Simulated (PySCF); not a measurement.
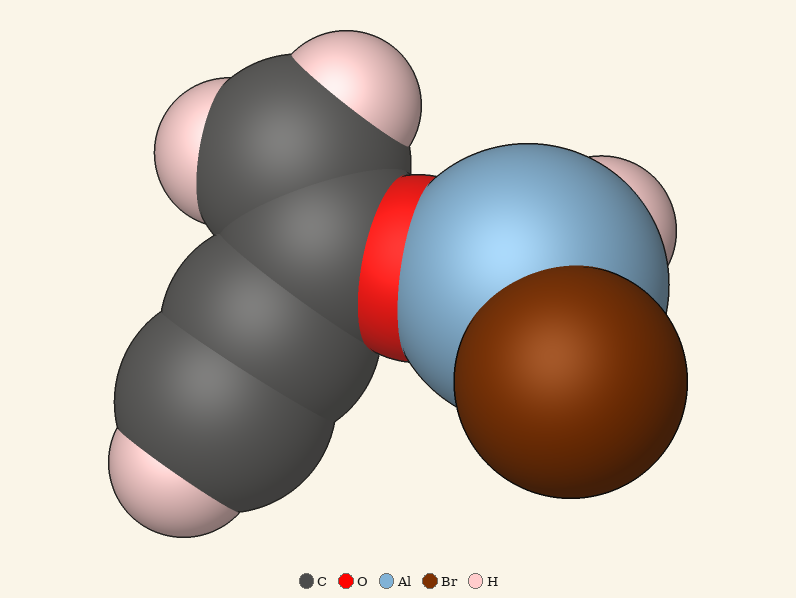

The geometry was computed by an optimisation with GFN2-xTB. No frequency run is at hand to confirm it as a minimum.

Give the structural formula.

SMILES: C#CC(=C)[O][AlH][Br]

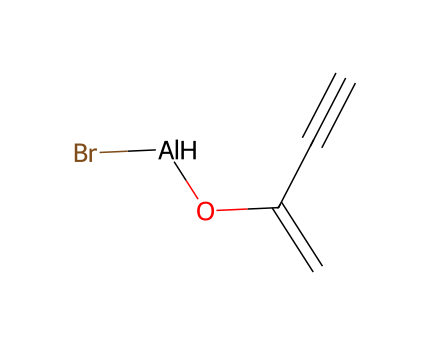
